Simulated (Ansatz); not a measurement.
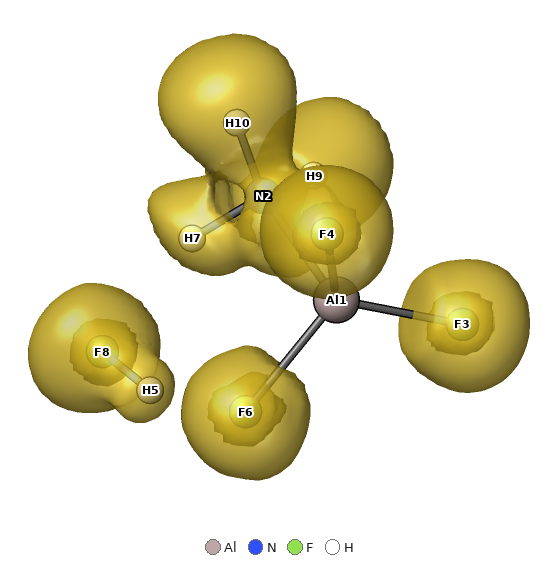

*AlF3H3N···HF. Isosurface of the ELF at 0.75 (yellow), seen at a tilt. Only the valence region is drawn (cores and ρ < 0.01 e/Å³ removed).*

Theory: RKS PBE-D4/def2-SVP (Ansatz).

Input file:

```
crystal:
  periodic: [false, false, false]
  atoms:
    - { symbol: Al, position_ang: [-1.54445, 0.608751, -0.954064] }
    - { symbol: "N", position_ang: [0.758744, -1.309904, 0.130383] }
    - { symbol: F, position_ang: [-1.189361, 0.507236, -2.572368] }
    - { symbol: F, position_ang: [-2.849865, -0.173795, -0.291808] }
    - { symbol: H, position_ang: [0.917599, 1.694081, 1.232303] }
    - { symbol: F, position_ang: [-0.824396, 1.901613, -0.045705] }
    - { symbol: H, position_ang: [1.295208, -0.702827, 0.757912] }
    - { symbol: F, position_ang: [1.61698, 1.259715, 1.640482] }
    - { symbol: H, position_ang: [1.403875, -1.679462, -0.576693] }
    - { symbol: H, position_ang: [0.415566, -2.105308, 0.679658] }
basis:
  gaussian: { orbitals: def2-SVP }
hamiltonian:
  xc: pbe
  dispersion: d4
relax:
  f_tol: 0.03
  max_steps: 50
output:
  orbitals: {}
```

Run with:

```sh
ansatz run input.yaml --threads 2 --pin off --max-ram 3072MiB --backend cpu --events-out ev --progress --plain --runs-dir out
```

The fields are those of the run's last geometry, not of the input's.

What do the ELF domains correspond to?

Answer. At this value the surface marks out three regions wrapped around F (the valence shell of each), one joined region spread over several atoms (F, H), in which their bonds and any lone pairs are merged and one joined region spread over several atoms (H, N), in which their bonds and any lone pairs are merged.

Values along the shortest contacts:
F6···H5 (1.51 Å): the ELF dips to about 0.20 between them; a closed-shell contact with the geometry of a hydrogen bond. Al–F (1.68 Å): the ELF peaks at about 0.85 in the valence shell of F, 0.6 Å from its nucleus, and is about 0.20 at the midpoint.
